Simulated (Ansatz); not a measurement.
Run report: CH₅AlBrN, single-point calculation

System: CH₅AlBrN.
Method: RKS PBE0-D4/def2-TZVPP (Ansatz 0.2.0).

The geometry comes from this level: PBE0-D4/def2-TZVP.

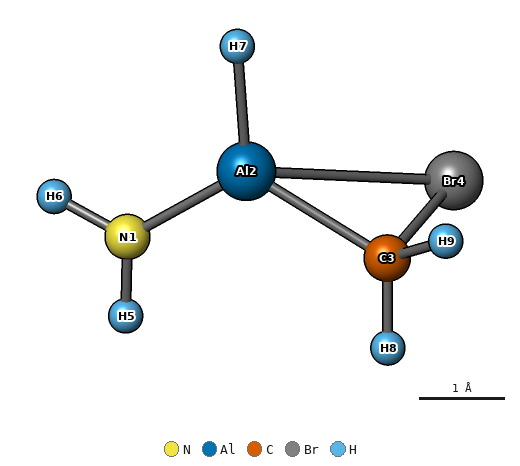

The input geometry (ball-and-stick view, seen at a tilt; atoms are numbered from 1 in the order of the input). Sticks mark near contacts.

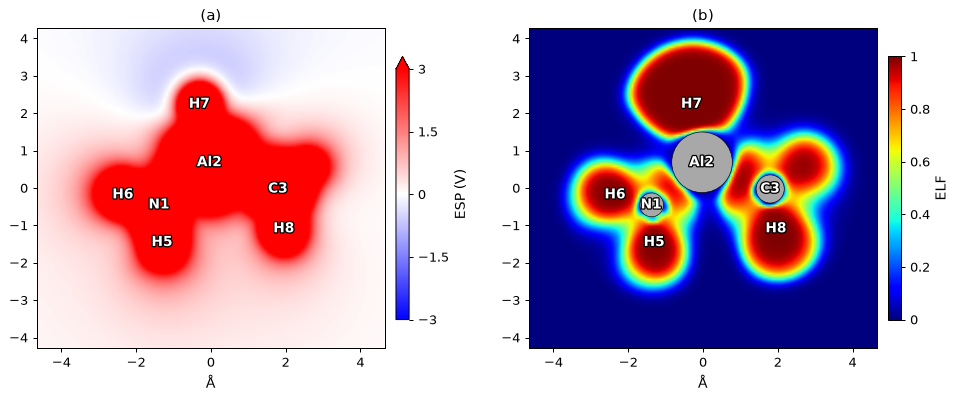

(a) molecular electrostatic potential; (b) ELF on the plane of atoms C3, Al2 and H7. Grey discs, where drawn, cover atomic cores. Atoms in the plane: N, Al, C and H. Al–N (1.77 Å): the ELF peaks at about 0.90 in the valence shell of N, 0.7 Å from its nucleus, and is about 0.60 at the midpoint. N–H (1.01 Å): the ELF climbs to about 1 towards the hydrogen, as it does in any bond to H (a covalent bond by its length). C–H (1.09 Å): the ELF climbs to about 1 towards the hydrogen (a covalent bond by its length). Al–H (1.58 Å): the ELF climbs to about 1 towards the hydrogen.

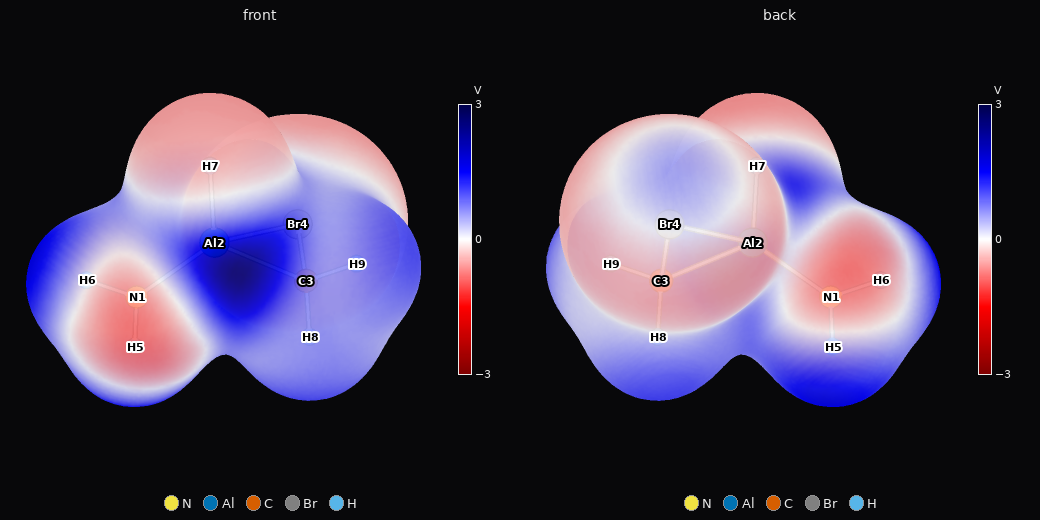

The molecular electrostatic potential painted on the density surface at 0.002 e/bohr³, seen at a tilt and from behind; the colour scale runs from red (negative) to blue (positive).

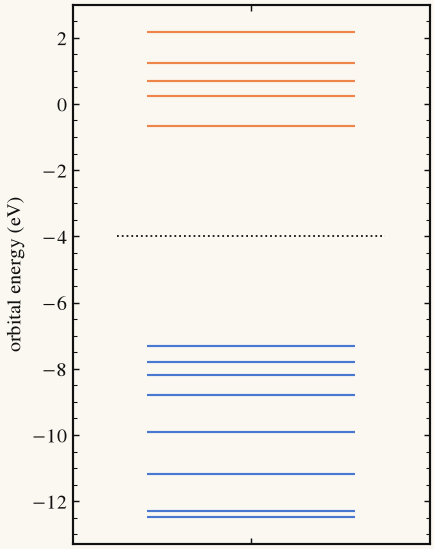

Orbital energies near the frontier; the dotted line parts filled from empty levels, and levels within 0.02 eV of each other stand side by side. Highest filled −7.31 eV, lowest empty −0.68 eV, 6.63 eV apart.

The input that produced these results follows, with the program's output.

## Input file
```yaml
crystal:
  periodic: [false, false, false]
  atoms:
    - {symbol: N, position_ang: [-0.491799, 1.602878, -0.616941]}
    - {symbol: Al, position_ang: [0.648407, 0.350984, -0.114350]}
    - {symbol: C, position_ang: [-0.041889, -1.208281, 0.845654]}
    - {symbol: Br, position_ang: [0.004341, -2.324954, -0.800043]}
    - {symbol: H, position_ang: [-1.487342, 1.582037, -0.468327]}
    - {symbol: H, position_ang: [-0.244714, 2.391601, -1.192204]}
    - {symbol: H, position_ang: [2.189376, 0.512674, -0.412000]}
    - {symbol: H, position_ang: [-1.077417, -1.225015, 1.178722]}
    - {symbol: H, position_ang: [0.589436, -1.728225, 1.562390]}
basis:
  gaussian: {orbitals: def2-TZVPP}
hamiltonian: {xc: pbe0, dispersion: d4}
output: {orbitals: {seedname: orbitals}}
```

Command:
```bash
ansatz run in.yaml --threads 4 --pin off --events-out ev --progress --plain --max-ram 10444MiB
```

## Log
```
Functional definition: PBE0
  name "PBE0"
  cite "Adamo & Barone, J. Chem. Phys. 110, 6158 (1999) doi:10.1063/1.478522"
  cite "Perdew, Burke & Ernzerhof, Phys. Rev. Lett. 77, 3865 (1996) doi:10.1103/PhysRevLett.77.3865"
  parent pbe
  parameter a = 0.25
  parameter kappa = 0.804
  parameter beta = 0.06672455060314922
  exchange = (1 - a)*pbe_x(kappa = kappa, mu = beta*pi^2/3) + a*exact_x
  correlation = pbe_c(beta = beta)
1343 factors; their error is unknown
mean field evaluation 1: about -79227.9972 eV, gradient 7.6e1 eV
mean field evaluation 2: about -79207.6353 eV, gradient 1.1e2 eV
mean field evaluation 4: about -79239.2475 eV, gradient 9.0e0 eV
mean field evaluation 8: about -79239.8789 eV, gradient 4.9e-1 eV
mean field evaluation 16: about -79239.8791 eV, gradient 4.3e-5 eV
mean field -79239.87914859 eV, -2912.0118479913 hartree, gradient 4.3e-5 eV, S^2 0.000000; 0 other end points of the search recorded, 0 dependent functions left out
reference -79239.87918085 eV, -2912.0118491770 hartree; 33, 33 occupied and 189, 189 virtual orbitals, 1343 factors
Total energy: -79240.03486792 eV, -2912.0175705712 hartree
```

## Key numbers

- outcome: converged
- total energy: −79240.0349 eV
- mean-field energy: −79239.8792 eV
- dispersion energy: −0.1557 eV
- SCF solution under orbital rotations: stable
- HOMO: −7.31 eV
- LUMO: −0.68 eV
- hardware: 4 CPU threads, shared host
- wall time: 1.9 s (CPU time 6.9 s)
- peak memory: 0.58 GiB
